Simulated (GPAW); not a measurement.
The P K edge of atom 3 in TiPO4 (Cmcm), with 2 O at 1.52 Å and 2 O at 1.56 Å (tetrahedral, site symmetry m2m), was computed in 2 ways: excited-electron core hole (neutral cell) and half core hole. Program and functional: GPAW, LDA, Gaussian full width 0.9 eV up to 4 eV, rising linearly to 3.5 eV at 25 eV; cells of 12 atoms.

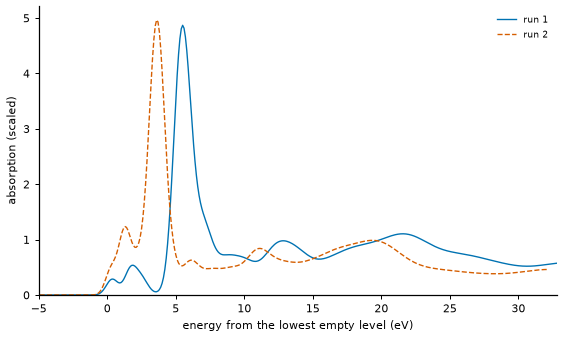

Each run is counted from its own lowest empty level or Fermi level and scaled to a mean of 1 over its first 20 eV.

Which run is which?

Run 1: half core hole (area from −2 to 6 eV 7.1, main maxima 1.9 eV (0.54), 5.5 eV (4.87), 12.8 eV (0.98) and 21.6 eV (1.10)). Run 2: excited-electron core hole (neutral cell) (area from −2 to 6 eV 10.3, main maxima 1.3 eV (1.23), 3.6 eV (4.96), 11.1 eV (0.84) and 19.3 eV (0.99)). 

[Hosts, paths, dates, database ids (printed as entryN), source tags and the programs' standing remarks are cut or masked in the printed files.]

[Lists of maxima count a maximum above −3 eV only where it reaches 4 % of the highest in the window and stands out from its surroundings by 2 % of it (1.5 % where it reaches 55 %); shoulders and weaker maxima are passed over, and of the rest the first, up to two pre-edge ones and the few strongest are named.]
